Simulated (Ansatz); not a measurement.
```
Ho Ge F
1.0
     6.73870    0.00000    0.00000
     0.00000    0.00000   -6.73870
     0.00000    6.73870    0.00000
Ho Ge F
4 4 16
Direct
  0.50000 0.50000 0.00000
  0.00000 0.50000 0.50000
  0.00000 0.00000 0.00000
  0.50000 0.00000 0.50000
  0.75000 0.75000 0.25000
  0.25000 0.75000 0.75000
  0.25000 0.25000 0.25000
  0.75000 0.25000 0.75000
  0.12557 0.62557 0.12557
  0.62557 0.62557 0.62557
  0.62557 0.12557 0.12557
  0.12557 0.12557 0.62557
  0.12557 0.87443 0.37443
  0.62557 0.87443 0.87443
  0.62557 0.37443 0.37443
  0.12557 0.37443 0.87443
  0.37443 0.87443 0.12557
  0.87443 0.87443 0.62557
  0.87443 0.37443 0.12557
  0.37443 0.37443 0.62557
  0.37443 0.62557 0.37443
  0.87443 0.62557 0.87443
  0.87443 0.12557 0.37443
  0.37443 0.12557 0.87443
```

Space group F-43m; a structure generated by program, which may or may not match a known phase; computed without spin polarisation; no Hubbard U on the f states and no spin–orbit coupling.

The calculation used Ansatz, DFT PBE, scalar-relativistic, plane waves, PAW; 4f electrons in the core of a trivalent norm-conserving potential.

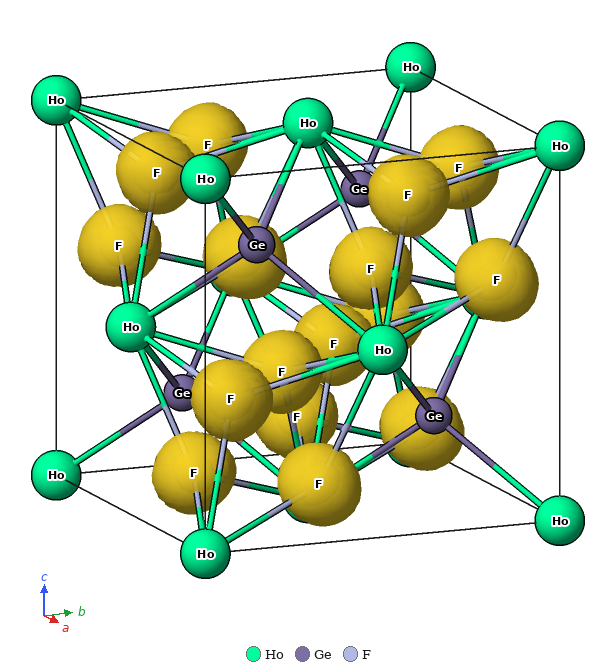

HoGeF4. Isosurface of the electron localisation function at 0.75 (yellow), seen slightly off an axis. Only the valence region is drawn (cores and ρ < 0.01 e/Å³ removed). Sticks mark near contacts.

Core electrons are replaced by pseudopotentials, and the valence fields are smoothed inside the atomic spheres.

Q: Where are the electrons localised?

A: The surface consists of 16 regions wrapped around F (the valence shell of each), counted in one cell of 24 atoms. Regions shared between cells count once. Along the contacts the grid gives the following. Ho–F (2.79 Å): the ELF is about 0.05 at the midpoint; no shared electron pair shows on this line. Ho–Ge (2.92 Å): the ELF peaks at about 0.55 in the valence shell of Ge, 1.1 Å from its nucleus, and drops to about 0.10 between the two atoms: no shared electron pair shows on this line.
